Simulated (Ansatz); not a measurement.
```xyz
10

Al    0.2764   -0.4518   -0.6836
H    -0.5722   -0.2407    2.6061
H     1.5847    0.4391   -0.6438
H    -1.1400    0.0074   -1.2494
O     0.4295   -2.0381   -0.0695
C    -0.5407   -3.0426    0.0451
H    -0.2029   -3.9497   -0.4720
H    -0.6972   -3.2967    1.1020
H    -1.5125   -2.7496   -0.3810
H    -0.2592   -0.7754    2.1907
```

Method: Ansatz 0.2.0, RKS PBE0-D4/6-31G*.

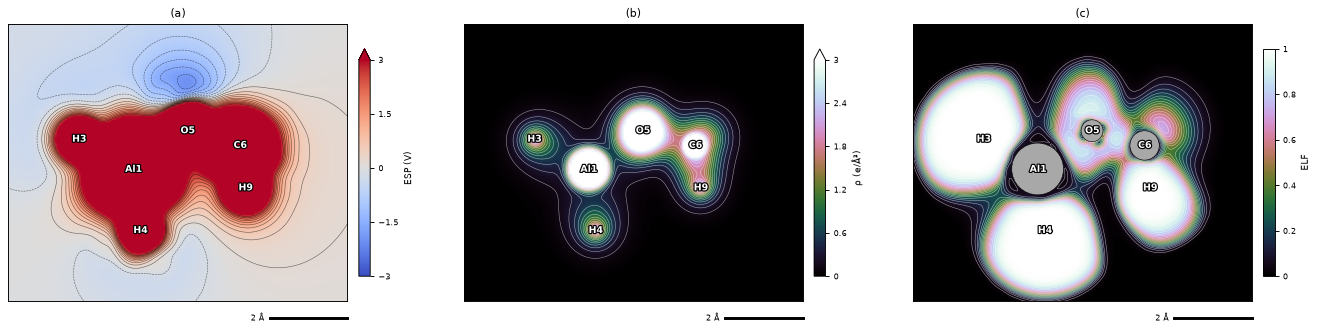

CH5AlO···H2. (a) electrostatic potential; (b) total electron density; (c) ELF on the plane of atoms Al1, O5 and C6. Grey discs cover the atomic cores in the ELF map.

Question: Read the bonding off the picture.

Answer:
- The section cuts through Al, H, O and C sites.
- Al1···H9 (2.93 Å): the density falls to about 0.12 e/Å³ on the way; the ELF dips to about 0.05 between them.
- C–O (1.40 Å): ρ at the midpoint is about 2.1 e/Å³, with its minimum of 1.7 e/Å³ about 0.5 Å from C; the ELF peaks at about 0.90 between the atoms; a polar covalent bond.
- Al–O (1.71 Å): ρ is about 0.82 e/Å³ halfway; the ELF peaks at about 0.90 in the valence shell of O, 0.6 Å from its nucleus, and is about 0.40 at the midpoint.
- C–H (1.10 Å): ρ is about 2 e/Å³ halfway; the ELF climbs to about 1 towards the hydrogen, as it does in any bond to H: an ordinary covalent bond to hydrogen.
- Al–H (1.58 Å): ρ is about 0.53 e/Å³ halfway; the ELF climbs to about 1 towards the hydrogen.
- The ELF also peaks beside O5, away from the bonds: lone-pair regions.
- Outside the dense part of the complex the potential is most negative (−2.0 V) near O5.
